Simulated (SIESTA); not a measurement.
Band structure of Pb (Im-3m, 1 atom in the cell).

```
CELL_PARAMETERS angstrom
     -1.97966     1.97966     1.97966
      1.97966    -1.97966     1.97966
      1.97966     1.97966    -1.97966
ATOMIC_POSITIONS crystal
  Pb 0.00000 0.00000 0.00000
```

Method of the run: GGA PBEsol, numerical atomic orbitals DZP, PseudoDojo PBEsol standard norm-conserving potentials (rewritten from UPF to PSML) (SIESTA).

Settings: XC.functional = GGA; XC.authors = PBEsol; potentials = PseudoDojo PBEsol standard; PAO.BasisSize = DZP; PAO.EnergyShift = 0.01 Ry; MeshCutoff = 400 Ry; kgrid.MonkhorstPack = 15 15 15; OccupationFunction = FD; ElectronicTemperature = 0.1 eV; MaxSCFIterations = 150; SCF.Mixer.Method = Pulay; SCF.Mixer.Weight = 0.2; SCF.Mixer.History = 6; SCF.DM.Tolerance = 1.0E-04.

The starting cell comes from a database of computed structures (which also holds hypothetical and non-ambient phases and stackings), without a prior relaxation at this level. Spin-orbit coupling is off. Values carry the incompleteness of an atom-centred basis.

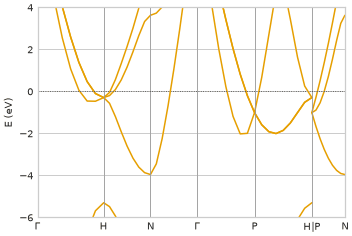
Figure. Bands along the path, energies from the Fermi level.

Levels in eV from the Fermi level, bands 4 to 9:
```csv
point,4,5,6,7,8,9
Γ,-16.94,-16.94,-11.57,7.46,7.46,7.46
H,-16.85,-16.85,-5.30,-0.29,-0.29,-0.29
N,-16.92,-16.82,-7.92,-3.96,3.62,5.77
P,-16.90,-16.90,-7.22,-1.01,-1.01,-1.01
```

Bands cross the Fermi level along this path, so the cell is metallic at this level.

Higher empty bands are left out: an atom-centred basis made for the valence describes them poorly.
